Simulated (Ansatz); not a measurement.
**One shape, several levels: BNH2Cl (SMILES N[B]Cl)**

Wanted: a comparison of 3 runs (U-r2SCAN/STO-3G, UHSE06/STO-3G, FCI/STO-3G) of BNH2Cl. 

Program for the calculation: Ansatz 0.2.0.

76 further runs of the same task are left out: 76 set aside as unsound or not needed.

### Step 1. Starting point

The species is BNH2Cl (5 atoms), meant as a doublet with charge 0. SMILES: `N[B]Cl`. The H5–N1 distance was set to 1.263 Å, away from the relaxed value.

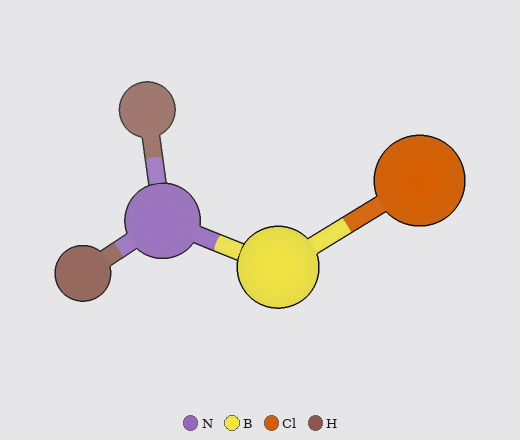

The structure, seen from a chosen angle (nitrogen purple, boron yellow, chlorine orange, hydrogen brown).

### Step 2. A single-point energy at U-r2SCAN/STO-3G (run 1)

File in.yaml:

```yaml
crystal:
  periodic: [false, false, false]
  atoms:
    - {symbol: "N", position_ang: [-0.496479, 0.358840, -0.070691]}
    - {symbol: B, position_ang: [-0.260879, -0.597860, 0.890409]}
    - {symbol: Cl, position_ang: [1.180721, -1.579460, 0.970609]}
    - {symbol: H, position_ang: [-1.339179, 0.906640, -0.087091]}
    - {symbol: H, position_ang: [0.315800, 0.625100, -1.000600]}
basis:
  gaussian: {orbitals: STO-3G}
magnetization: {spin_polarized: true, initial_magnetization: 1}
accuracy: high
hamiltonian: {xc: {name: r2SCAN}}
```

Run with:

```sh
$ ansatz run in.yaml --threads 1 --pin off --max-ram 2610MiB --events-out events.jsonl --progress --plain --runs-dir runs
```

What it wrote:

```text
Warning: RAYON_NUM_THREADS=1 ignored (pool sized by the plan → 1); use --threads N
Functional definition: r2SCAN
  name "r2SCAN"
  parameter k0 = 0.174
  parameter k1 = 0.065
  parameter a1 = 4.9479
  exchange = r2scan_x(k0 = k0, k1 = k1, a1 = a1)
  correlation = r2scan_c
372 factors; integrals over basis functions are off by at most 3.0e-8 eV
mean field evaluation 1: about -14554.1781 eV, gradient 8.4e0 eV
mean field evaluation 2: about -14553.8615 eV, gradient 1.2e1 eV
mean field evaluation 4: about -14554.7420 eV, gradient 5.5e-1 eV
mean field evaluation 8: about -14554.6928 eV, gradient 1.7e-2 eV
mean field evaluation 16: about -14554.6928 eV, gradient 2.3e-6 eV
mean field -14554.69283543 eV, -534.8750961768 hartree, gradient 1.4e-8 eV, S^2 0.760536; 0 other end points of the search recorded, 0 dependent functions left out
reference -14554.69283619 eV, -534.8750962047 hartree; 16, 15 occupied and 5, 6 virtual orbitals, 372 factors
Total energy: -14554.69283619 eV, -534.8750962047 hartree
```

Wall time 5.1 s (1 thread of Arm Neoverse V1, shared host); peak memory 0.23 GiB.

### Step 3. The energy at UHSE06/STO-3G (run 2)

File job.yaml:

```yaml
crystal:
  periodic: [false, false, false]
  atoms:
    - {symbol: N, position_ang: [-0.496479, 0.358840, -0.070691]}
    - {symbol: B, position_ang: [-0.260879, -0.597860, 0.890409]}
    - {symbol: Cl, position_ang: [1.180721, -1.579460, 0.970609]}
    - {symbol: H, position_ang: [-1.339179, 0.906640, -0.087091]}
    - {symbol: H, position_ang: [0.315800, 0.625100, -1.000600]}
basis:
  gaussian:
    orbitals: STO-3G
magnetization:
  spin_polarized: true
  initial_magnetization: 1
hamiltonian:
  xc: hse06
accuracy: high
```

Run with:

```sh
$ ansatz run job.yaml --threads 1 --pin off --max-ram 2610MiB --events-out events.jsonl --progress --plain --runs-dir runs
```

What it wrote:

```text
Warning: RAYON_NUM_THREADS=1 ignored (pool sized by the plan → 1); use --threads N
Functional definition: HSE06
  name "HSE06"
  parameter a = 0.25
  parameter omega = 0.11/bohr
  exchange = pbe_x - a*pbe_x_sr(omega) + a*exact_x_sr(omega)
  correlation = pbe_c
372 factors; integrals over basis functions are off by at most 3.0e-8 eV
61 factors; integrals over basis functions are off by at most 7.3e-10 eV
mean field evaluation 1: about -14548.7561 eV, gradient 9.1e0 eV
mean field evaluation 2: about -14548.7380 eV, gradient 1.1e1 eV
mean field evaluation 4: about -14549.4531 eV, gradient 5.3e-1 eV
mean field evaluation 8: about -14549.4280 eV, gradient 1.5e-2 eV
mean field evaluation 16: about -14549.4280 eV, gradient 2.7e-6 eV
mean field -14549.42804807 eV, -534.6816188099 hartree, gradient 5.0e-8 eV, S^2 0.757281; 0 other end points of the search recorded, 0 dependent functions left out
reference -14549.42805000 eV, -534.6816188809 hartree; 16, 15 occupied and 5, 6 virtual orbitals, 372 factors
Total energy: -14549.42805000 eV, -534.6816188809 hartree
```

It took 2.6 s on 1 thread of Arm Neoverse V1, shared host; peak memory 0.13 GiB.

### Step 4. The energy at FCI/STO-3G (run 3)

File input.yaml:

```yaml
crystal:
  periodic: [false, false, false]
  atoms:
    - {symbol: N, position_ang: [-0.496479, 0.358840, -0.070691]}
    - {symbol: B, position_ang: [-0.260879, -0.597860, 0.890409]}
    - {symbol: Cl, position_ang: [1.180721, -1.579460, 0.970609]}
    - {symbol: H, position_ang: [-1.339179, 0.906640, -0.087091]}
    - {symbol: H, position_ang: [0.315800, 0.625100, -1.000600]}
basis:
  gaussian:
    orbitals: STO-3G
magnetization:
  spin_polarized: true
  initial_magnetization: 1
correlation:
  method: fci
  frozen_orbitals: {B: 1, Cl: 5, H: 0, "N": 1}
accuracy: high
```

Run with:

```sh
$ ansatz run input.yaml --threads 1 --pin off --max-ram 2610MiB --events-out events.jsonl --progress --plain --runs-dir runs
```

What it wrote:

```text
Warning: RAYON_NUM_THREADS=1 ignored (pool sized by the plan → 1); use --threads N
Functional definition: HF
  name "HF"
  exchange = exact_x
  correlation = 0
372 factors; integrals over basis functions are off by at most 3.0e-8 eV
mean field evaluation 1: about -14524.3293 eV, gradient 1.2e1 eV
mean field evaluation 2: about -14524.3995 eV, gradient 1.2e1 eV
mean field evaluation 4: about -14526.0354 eV, gradient 2.0e0 eV
mean field evaluation 8: about -14526.1164 eV, gradient 8.6e-2 eV
mean field evaluation 16: about -14526.1155 eV, gradient 1.3e-8 eV
mean field -14526.11552856 eV, -533.8248995197 hartree, gradient 1.3e-8 eV, S^2 0.768116; 0 other end points of the search recorded, 0 dependent functions left out
7 core orbitals not correlated: weight in the atoms' cores, before any rotation towards them, 1.000 or more for the frozen orbitals, at most 0.000 for the correlated occupied ones
reference -14526.06196692 eV, -533.8229311658 hartree; 9, 8 occupied and 5, 6 virtual orbitals, 372 factors
state -14529.48122919 eV, -533.9485867365 hartree
Total energy: -14529.48122919 eV, -533.9485867365 hartree
```

Wall time 61 s (1 thread of Arm Neoverse V1, shared host); peak memory 0.67 GiB.

### Step 5. The series

| run | level | frozen core orbitals | energy (Eh) | ⟨S²⟩ | wall time |
| --- | --- | --- | --- | --- | --- |
| 1 | U-r2SCAN/STO-3G | – | -534.875096 | 0.761 | 5.1 s |
| 2 | UHSE06/STO-3G | – | -534.681619 | 0.757 | 2.6 s |
| 3 | FCI/STO-3G | 7 | -533.948587 | – | 61 s |

### Step 6. Results

| quantity | value |
| --- | --- |
| run 3: total energy | -533.94859 Eh |
| run 3: correlation energy (7 core orbitals frozen) | -125.7 mEh |

In words: Totals of different functionals can't be ranked against each other. In runs 1, 2, 3 the basis is minimal, so the values are rough. All runs together took 68 s, the longest 61 s.
